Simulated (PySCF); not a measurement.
# C3H5FOSi: geometry relaxation

System: C3H5FOSi.
Method: PBE0-D3(BJ)/def2-SVP geometry optimisation, gas phase (PySCF 2.14.0).

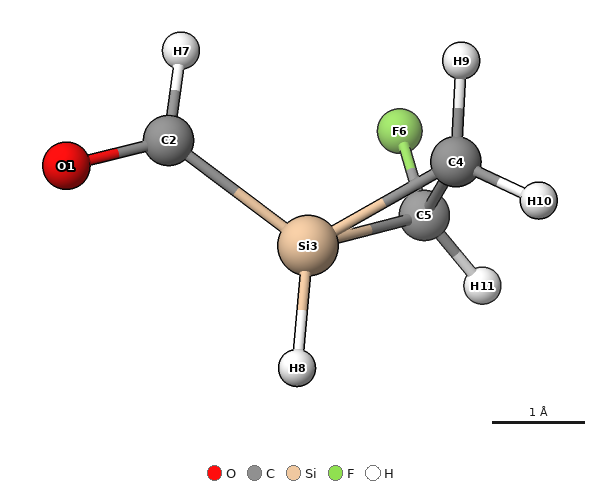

Fig. 1: The starting structure (ball-and-stick view, seen at a tilt; atoms are numbered from 1 in the order of the input). Bond lengths as drawn: C–C 1.52 Å, C–F 1.36 Å, C–H 1.07 to 1.11 Å, C–O 1.22 Å, C–Si 1.85 to 1.90 Å and H–Si 1.46 Å.

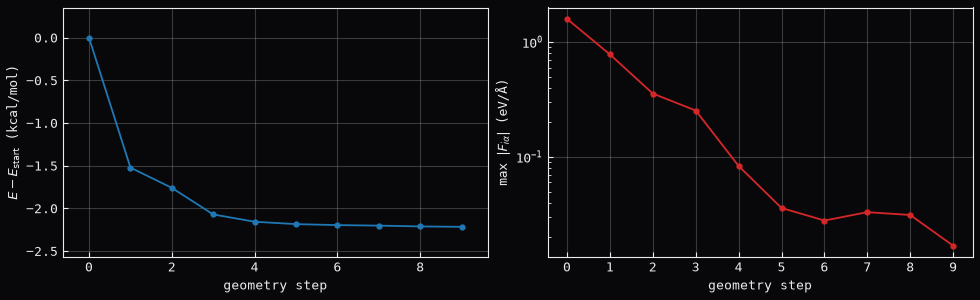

Fig. 2: Progress of the relaxation, step by step (steps are counted from 0).

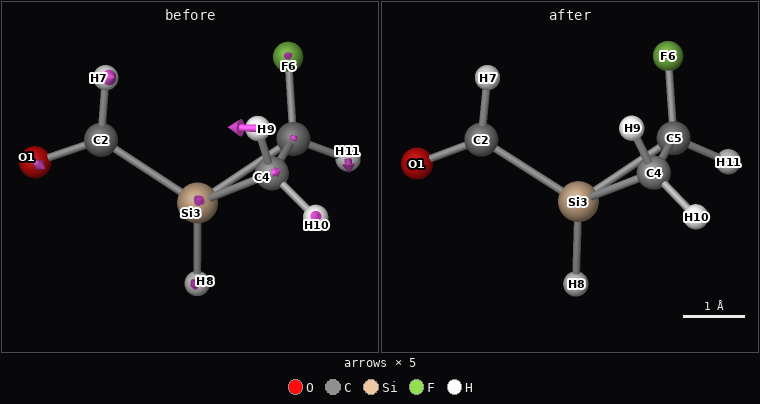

Fig. 3: Before (left) and after (right) the relaxation, at one scale (ball-and-stick view, seen at a tilt). The pink arrows give the displacements, magnified 5 times. The largest move after the best rigid fit is that of H9, 0.11 Å. Largest moves by element: H 0.11 Å, O 0.04 Å, Si 0.04 Å, C 0.03 Å, F 0.02 Å. Distances before and after: Si3–C4 1.852 → 1.882 Å, C5–H11 1.071 → 1.098 Å, Si3–H8 1.455 → 1.482 Å, C2–H7 1.106 → 1.125 Å. Among the angles that change: Si3–C4–H9 122.5° → 114.9°, H9–C4–H10 108.7° → 113.1°, Si3–C5–H11 123.0° → 119.6°. After 9 geometry steps the energy has fallen by 2.22 kcal/mol. Largest force component: 1.6 eV/Å at the start, 0.017 eV/Å at the end. (Atoms are counted from 1 in the order of the input.)

The input and output of the run follow.

## Input file
```
{"job": {"xc": "PBE0", "basis": "def2-SVP", "d3": "d3bj", "grid": 1, "shake": 0.01, "kind": "geom"}, "charge": 0, "multiplicity": 1}
O      3.038880     0.442960     0.604170
C      1.901400    -0.004820     0.627250
Si     0.439430     0.673200    -0.386610
C     -1.210920     0.319810     0.375500
C     -0.887900    -0.641050    -0.755180
F     -0.694970    -1.932230    -0.371240
H      1.705300    -0.884170     1.269460
H      0.638090     1.779080    -1.311620
H     -1.316180    -0.134140     1.375640
H     -2.076330     0.977390     0.192090
H     -1.498690    -0.621840    -1.635140
```

The first line tells a small driver script what to run in PySCF; the rest is the geometry in Å.

Launched with:
```bash
OMP_NUM_THREADS=1 python <driver script> task.json out
```

## The program's output
```
step   0  E = -581.06420454  max force = 0.030961
step   1  E = -581.06662808  max force = 0.015186
step   2  E = -581.06700724  max force = 0.006929
step   3  E = -581.06750329  max force = 0.004935
step   4  E = -581.06763934  max force = 0.001623
step   5  E = -581.06768400  max force = 0.000700
step   6  E = -581.06770210  max force = 0.000544
step   7  E = -581.06771180  max force = 0.000644
step   8  E = -581.06772717  max force = 0.000609
step   9  E = -581.06773447  max force = 0.000328
optimisation converged
```

## Trajectory as extended XYZ (Å, eV, eV/Å), 10 frames, from step=0 to step=9
```
11
Properties=species:S:1:pos:R:3:forces:R:3 step=0 energy=-15811.56237
O     3.0389    0.4430    0.6042   -1.2822  -0.2229  -0.1676
C     1.9014   -0.0048    0.6272    1.5921   0.6321  -0.1512
Si    0.4394    0.6732   -0.3866    0.1977  -0.6421   0.1588
C    -1.2109    0.3198    0.3755   -1.0645  -0.0726  -0.0003
C    -0.8879   -0.6411   -0.7552    0.5662   0.0360   1.1108
F    -0.6950   -1.9322   -0.3712    0.2321  -0.2036   0.1174
H     1.7053   -0.8842    1.2695   -0.3931  -0.3826   0.2232
H     0.6381    1.7791   -1.3116    0.1158   0.4610  -0.2423
H    -1.3162   -0.1341    1.3756    0.3461   0.0270  -0.1799
H    -2.0763    0.9774    0.1921    0.2262   0.0521  -0.0430
H    -1.4987   -0.6218   -1.6351   -0.5364   0.3156  -0.8259
11
Properties=species:S:1:pos:R:3:forces:R:3 step=1 energy=-15811.62832
O     2.9532    0.7957    0.4531    0.6552   0.1483   0.0236
C     1.9721    0.1210    0.5940   -0.7809  -0.0968   0.0452
Si    0.3951    0.6003   -0.3658    0.0499  -0.0631  -0.0897
C    -1.2821    0.2320    0.3848   -0.1278  -0.0666   0.0295
C    -0.9002   -0.7325   -0.7116   -0.0626  -0.0071  -0.1255
F    -0.6554   -2.0156   -0.3185    0.0099   0.0078   0.0322
H     1.9383   -0.7611    1.2882    0.1196  -0.0267  -0.0076
H     0.5939    1.7457   -1.2811   -0.0522   0.0482  -0.0311
H    -1.3295   -0.1987    1.3910    0.1070  -0.0115   0.0556
H    -2.1322    0.8897    0.1772   -0.0259   0.0718  -0.0019
H    -1.5153   -0.7018   -1.6253    0.1078  -0.0043   0.0695
11
Properties=species:S:1:pos:R:3:forces:R:3 step=2 energy=-15811.63864
O     3.0044    0.7101    0.5118   -0.1777   0.2310  -0.2150
C     1.9413    0.1456    0.5829    0.1985  -0.3563   0.2313
Si    0.3791    0.6329   -0.3991    0.2630   0.2035  -0.0625
C    -1.2740    0.2339    0.3897   -0.1140  -0.0362  -0.0403
C    -0.8882   -0.7316   -0.7091    0.0345  -0.0242   0.0903
F    -0.5992   -2.0012   -0.3025   -0.0196   0.0123  -0.0054
H     1.8535   -0.7541    1.2501   -0.2140  -0.0429   0.0152
H     0.5481    1.7784   -1.3249   -0.0845   0.0088  -0.0177
H    -1.2766   -0.1887    1.4021    0.0802   0.0020  -0.0063
H    -2.1416    0.8774    0.2003    0.0120  -0.0043   0.0085
H    -1.5090   -0.7280   -1.6156    0.0216   0.0062   0.0020
11
Properties=species:S:1:pos:R:3:forces:R:3 step=3 energy=-15811.65214
O     2.9673    0.6962    0.4975   -0.1740  -0.0611   0.0513
C     1.9063    0.1256    0.5893    0.2537   0.0442  -0.1555
Si    0.3791    0.6562   -0.4194    0.1707   0.0102   0.0960
C    -1.2581    0.2381    0.3931   -0.1464  -0.0284  -0.1200
C    -0.8697   -0.7282   -0.7056   -0.0274   0.0424   0.1363
F    -0.5587   -1.9896   -0.2904    0.0070  -0.0008  -0.0226
H     1.7964   -0.7761    1.2527   -0.0807   0.0461   0.0156
H     0.5342    1.8024   -1.3490   -0.0272  -0.0327   0.0305
H    -1.2290   -0.1802    1.4075    0.0621   0.0283  -0.0209
H    -2.1365    0.8717    0.2181    0.0052  -0.0561   0.0054
H    -1.4936   -0.7413   -1.6080   -0.0430   0.0079  -0.0161
11
Properties=species:S:1:pos:R:3:forces:R:3 step=4 energy=-15811.65584
O     2.9698    0.6957    0.4984   -0.0397  -0.0636   0.0023
C     1.9120    0.1210    0.5780    0.0515   0.0835   0.0191
Si    0.3832    0.6560   -0.4197    0.0403   0.0245  -0.0143
C    -1.2584    0.2392    0.3917   -0.0676  -0.0543  -0.0442
C    -0.8708   -0.7263   -0.7031    0.0057   0.0331   0.0419
F    -0.5498   -1.9859   -0.2904   -0.0198  -0.0272  -0.0056
H     1.7833   -0.7687    1.2536   -0.0015  -0.0051  -0.0099
H     0.5329    1.8008   -1.3485   -0.0151  -0.0011  -0.0006
H    -1.2168   -0.1751    1.4063    0.0395   0.0072   0.0123
H    -2.1462    0.8591    0.2214    0.0125   0.0040   0.0021
H    -1.5014   -0.7411   -1.6018   -0.0058  -0.0010  -0.0030
11
Properties=species:S:1:pos:R:3:forces:R:3 step=5 energy=-15811.65705
O     2.9740    0.6846    0.5010   -0.0007  -0.0167  -0.0090
C     1.9086    0.1255    0.5748    0.0160   0.0277   0.0267
Si    0.3833    0.6624   -0.4263    0.0126  -0.0005  -0.0076
C    -1.2537    0.2369    0.3933   -0.0360  -0.0163  -0.0280
C    -0.8677   -0.7266   -0.7010   -0.0136  -0.0120   0.0275
F    -0.5489   -1.9877   -0.2902    0.0072  -0.0048  -0.0096
H     1.7647   -0.7626    1.2497   -0.0025  -0.0101   0.0010
H     0.5228    1.8063   -1.3571   -0.0109   0.0021  -0.0117
H    -1.1967   -0.1731    1.4090    0.0235   0.0055   0.0068
H    -2.1450    0.8524    0.2288   -0.0014   0.0082   0.0099
H    -1.5036   -0.7435   -1.5962    0.0058   0.0169  -0.0059
11
Properties=species:S:1:pos:R:3:forces:R:3 step=6 energy=-15811.65755
O     2.9778    0.6685    0.5003    0.0046   0.0099  -0.0036
C     1.9028    0.1290    0.5727    0.0000  -0.0183  -0.0002
Si    0.3822    0.6684   -0.4355   -0.0129   0.0071  -0.0033
C    -1.2488    0.2354    0.3964   -0.0076   0.0060  -0.0107
C    -0.8665   -0.7262   -0.6986    0.0192  -0.0280   0.0147
F    -0.5373   -1.9864   -0.2927   -0.0124   0.0036  -0.0089
H     1.7413   -0.7554    1.2493    0.0007   0.0030   0.0080
H     0.5094    1.8093   -1.3720   -0.0014  -0.0009  -0.0071
H    -1.1695   -0.1686    1.4133    0.0028  -0.0007   0.0005
H    -2.1463    0.8447    0.2431   -0.0016   0.0035   0.0127
H    -1.5073   -0.7441   -1.5904    0.0085   0.0149  -0.0021
11
Properties=species:S:1:pos:R:3:forces:R:3 step=7 energy=-15811.65781
O     2.9794    0.6685    0.4969    0.0086   0.0070  -0.0040
C     1.9041    0.1302    0.5720   -0.0162  -0.0086  -0.0004
Si    0.3824    0.6672   -0.4372   -0.0061  -0.0062   0.0044
C    -1.2472    0.2341    0.3981   -0.0015   0.0169  -0.0127
C    -0.8676   -0.7267   -0.6984    0.0071  -0.0331   0.0139
F    -0.5447   -1.9898   -0.2967   -0.0010   0.0111  -0.0060
H     1.7411   -0.7501    1.2539    0.0045   0.0033   0.0029
H     0.5068    1.8065   -1.3763    0.0009  -0.0039  -0.0046
H    -1.1632   -0.1697    1.4147    0.0019  -0.0029  -0.0017
H    -2.1448    0.8444    0.2490   -0.0035  -0.0009   0.0119
H    -1.5085   -0.7397   -1.5902    0.0052   0.0172  -0.0037
11
Properties=species:S:1:pos:R:3:forces:R:3 step=8 energy=-15811.65823
O     2.9822    0.6707    0.4855    0.0143   0.0057  -0.0010
C     1.9072    0.1334    0.5710   -0.0313  -0.0018  -0.0065
Si    0.3827    0.6621   -0.4394   -0.0023  -0.0078   0.0096
C    -1.2453    0.2319    0.4016    0.0035   0.0212  -0.0114
C    -0.8716   -0.7278   -0.6976   -0.0008  -0.0241   0.0098
F    -0.5588   -1.9954   -0.3041    0.0038   0.0084  -0.0003
H     1.7458   -0.7382    1.2646    0.0074   0.0035  -0.0008
H     0.5036    1.7967   -1.3848    0.0052  -0.0039  -0.0002
H    -1.1527   -0.1727    1.4172    0.0038  -0.0063  -0.0024
H    -2.1438    0.8432    0.2622   -0.0034  -0.0040   0.0059
H    -1.5116   -0.7292   -1.5902   -0.0001   0.0091  -0.0026
11
Properties=species:S:1:pos:R:3:forces:R:3 step=9 energy=-15811.65843
O     2.9830    0.6747    0.4754    0.0072   0.0025  -0.0002
C     1.9088    0.1370    0.5692   -0.0169   0.0037  -0.0044
Si    0.3823    0.6583   -0.4412   -0.0043  -0.0037   0.0062
C    -1.2441    0.2307    0.4041    0.0022   0.0125  -0.0054
C    -0.8745   -0.7294   -0.6961   -0.0032  -0.0087   0.0029
F    -0.5672   -1.9992   -0.3069    0.0026   0.0023   0.0022
H     1.7511   -0.7285    1.2711    0.0047   0.0019  -0.0021
H     0.5018    1.7890   -1.3914    0.0063  -0.0020   0.0013
H    -1.1449   -0.1753    1.4186    0.0049  -0.0043  -0.0011
H    -2.1444    0.8409    0.2720   -0.0015  -0.0036   0.0008
H    -1.5142   -0.7237   -1.5891   -0.0021  -0.0005  -0.0002
```

## Results in brief

- outcome: converged
- total energy: −581.067734 hartree
- dipole moment: 2.64 D
- point group: C1
- hardware: 1 CPU thread, shared host
- wall time: 67 s
- peak memory: 0.47 GiB
